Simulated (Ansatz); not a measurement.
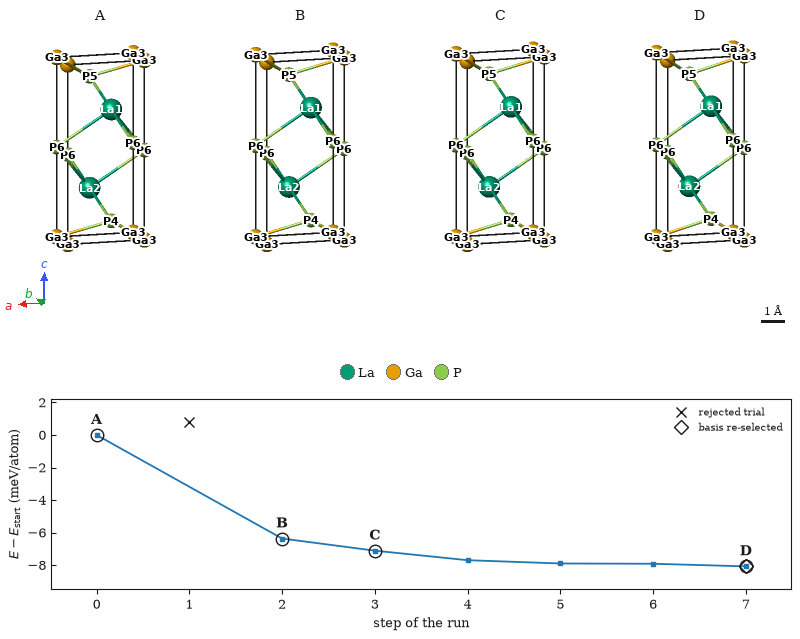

Frames of a relaxation of solid La$_{2}$GaP$_{3}$ (built on the K2NaCl3-164 type type), marked on the history of the run. Style: ball-and-stick. Shown: the cell of the calculation, from a free direction.

Theory: Ansatz 0.2.0, DFT, r2SCAN+rVV10, plane waves, PAW.

Input file:
```yaml
crystal:
  lattice:
    - [4.3264998626, 0.0, 0.0]
    - [-2.1632499313, 3.7468587904, 0.0]
    - [0.0, 0.0, 8.1604118641]
  atoms:
    - { symbol: La, position: [0.3333333333, 0.6666666667, 0.7067245278] }
    - { symbol: La, position: [0.6666666667, 0.3333333333, 0.2932754722] }
    - { symbol: Ga, position: [0.0, 0.0, 0.0] }
    - { symbol: P, position: [0.3333333333, 0.6666666667, 0.0859916671] }
    - { symbol: P, position: [0.6666666667, 0.3333333333, 0.9140083329] }
    - { symbol: P, position: [0.0, 0.0, 0.5] }
kpoints:
  mp_grid: { grid: [6, 6, 4] }
hamiltonian:
  xc: r2scan
  dispersion: rvv10
scf:
  occupations: { method: fermi_dirac, width: 0.03 }
relax:
  f_tol: 0.01
  cell: {}
  max_steps: 120
```

Command:
```bash
ansatz run input.yaml --threads 2 --pin off --max-ram 18432MiB --backend cpu --events-out ev --progress --plain --runs-dir out
```

Q: What happens along the run?

A: The largest moves relative to the cell, 0.085 Å, are those of P4 and P5. P4 goes along +c. By element the largest moves are P 0.085 Å, La 0.003 Å. Ga stays in place. Cell: a = b 4.327 → 4.339 Å (+0.3 %), c 8.160 → 8.372 Å (+2.6 %). Volume +3.2 %. Among the contacts that change: La1–P4 3.095 → 3.263 Å, Ga3–P4 2.595 → 2.631 Å, La1–P6 3.014 → 3.043 Å, La1–P5 3.017 → 3.002 Å. The space group stays P-3m1 (No. 164). The energy falls by 8.1 meV per atom in 5 accepted moves (7 points after the start). The largest force component goes from 0.17 to 0.0046 eV/Å. The pressure goes from 2.61 to 0.00 GPa. The line search rejected the trial step at point 1 of the run. The SCF was repeated once at an unchanged geometry on a basis and grid sized afresh for the cell, which shifted the energy by 0.2 meV per atom at most. From step 0 to 2: P atoms move most (0.03 Å), volume +3.7 %, energy −6.4 meV per atom. From step 2 to 3: volume −0.4 %, energy −0.7 meV per atom. From step 3 to 7: P atoms move most (0.05 Å), volume −0.1 %, energy −1.0 meV per atom.
